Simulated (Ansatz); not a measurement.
The calculation's input:

```
crystal:
  periodic: [false, false, false]
  atoms:
    - symbol: Ga
      position_ang: [-0.274626, 1.117823, -2.895436]
    - symbol: Ga
      position_ang: [-1.337109, 1.975814, -0.343182]
    - symbol: N
      position_ang: [0.469825, 1.327979, -0.921222]
    - symbol: H
      position_ang: [1.233382, 1.997418, -0.824042]
    - symbol: H
      position_ang: [0.788139, 0.458918, -0.492242]
    - symbol: H
      position_ang: [-1.242205, 3.508468, -0.024761]
    - symbol: H
      position_ang: [-2.007265, 0.868159, 0.542018]
    - symbol: H
      position_ang: [-1.868751, 1.784532, -1.950479]
basis:
  gaussian: {orbitals: def2-TZVPD}
hamiltonian: {xc: {name: PBE0}}
output: {forces: true, orbitals: {seedname: orbitals}}
```

Run with:

```sh
ansatz run input.yaml --threads 2 --pin off --max-ram 4350MiB --events-out events.jsonl --progress --plain --runs-dir runs
```

Geometry: PBE0-D3(BJ)/def2-SVP.

Level of theory: isolated molecule in a Gaussian basis; Kohn-Sham density functional theory, functional PBE0 (Ansatz).

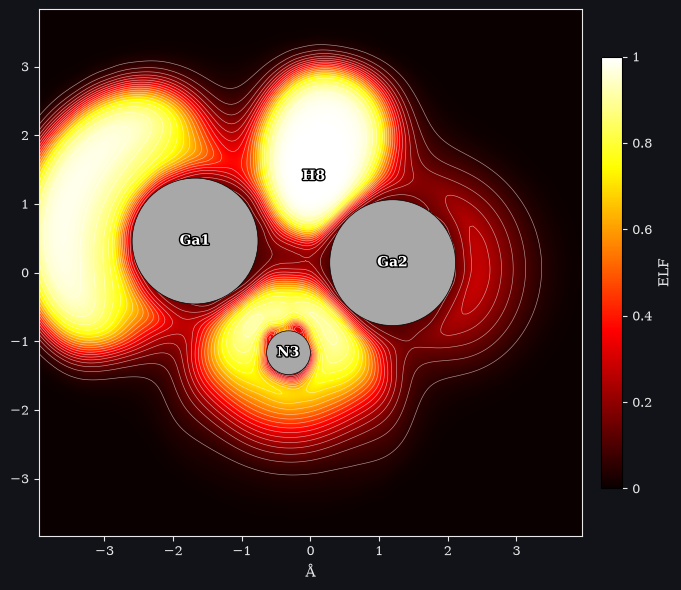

Ga$_{2}$H$_{5}$N. Electron localisation function on the plane of atoms N3, Ga1 and H8. Grey discs cover the atomic cores.

Describe what can be read from this map.

The plane passes through Ga, N and H nuclei.
Ga1···H8 (1.97 Å): the ELF climbs to about 1 towards the hydrogen.
Ga–N (2.00 Å): the ELF peaks at about 0.90 in the valence shell of N, 0.7 Å from its nucleus, and is about 0.35 at the midpoint.
Ga–N (2.12 Å): the ELF peaks at about 0.90 in the valence shell of N, 0.7 Å from its nucleus, and is about 0.35 at the midpoint.
